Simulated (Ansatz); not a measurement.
Consider NaCdF$_{4}$.

The calculation's input:

```
crystal:
  lattice:
    - [4.158, 0.0, 0.0]
    - [0.0, 4.158, 0.0]
    - [0.0, 0.0, 6.64948974]
  atoms:
    - { symbol: Na, position: [0.5, 0.5, 0.5] }
    - { symbol: Cd, position: [0.0, 0.0, 0.0] }
    - { symbol: F, position: [0.0, 0.0, 0.68418629] }
    - { symbol: F, position: [0.5, 0.0, 0.0] }
    - { symbol: F, position: [0.0, 0.5, 0.0] }
    - { symbol: F, position: [0.0, 0.0, 0.31581371] }
basis:
  ecutwfc: 420
kpoints:
  mp_grid: { grid: [10, 10, 6] }
hamiltonian:
  xc: pbe
scf:
  occupations: { method: gaussian, width: 0.1 }
output:
  forces: true
  stress: true
  eigenvalues: true
  write_density: true
  write_potential: true
  elf: true
  volumetric_format: npy
relax:
  adjacent_minimum: "off"
  f_tol: 0.01
  max_steps: 80
  cell: { stress_tol: 0.05 }
```

Run with:

```sh
ansatz run input.yaml --threads 1 --pin off --max-ram 2048MiB --backend cpu --events-out ev --progress --plain --runs-dir out
```

Below, planes, directions and counts refer to the conventional cell (a = 4.22 Å, b = 4.22 Å, c = 6.51 Å, α = 90.00°, β = 90.00°, γ = 90.00°).

The fields are those of the relaxed geometry.

Space group P4/mmm; a structure generated by program, which may or may not match a known phase; computed without spin polarisation.

Level of theory: DFT PBE, scalar-relativistic, plane waves, PAW (Ansatz).

What can the converged valence pseudo-density and electron localisation function tell about the bonding?

Cd–F (2.12 Å): ρ is about 0.55 e/Å³ halfway; the ELF peaks at about 0.75 in the valence shell of F, 0.6 Å from its nucleus, and drops to about 0.10 between the two atoms: no shared electron pair shows on this line.
Na–F (3.19 Å): the density is about 0.02 e/Å³ at the midpoint, with its minimum of 0.01 e/Å³ about 1.4 Å from Na; the ELF is about 0 at the midpoint; no localised pair shows between them.

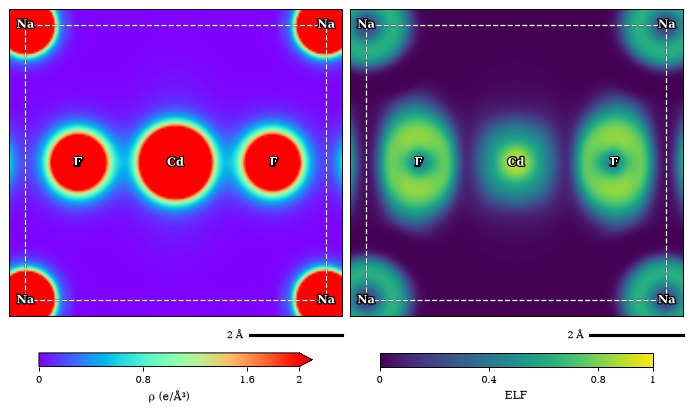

Computed valence pseudo-density and electron localisation function on the (11̄0) plane of the conventional cell, in this order. 
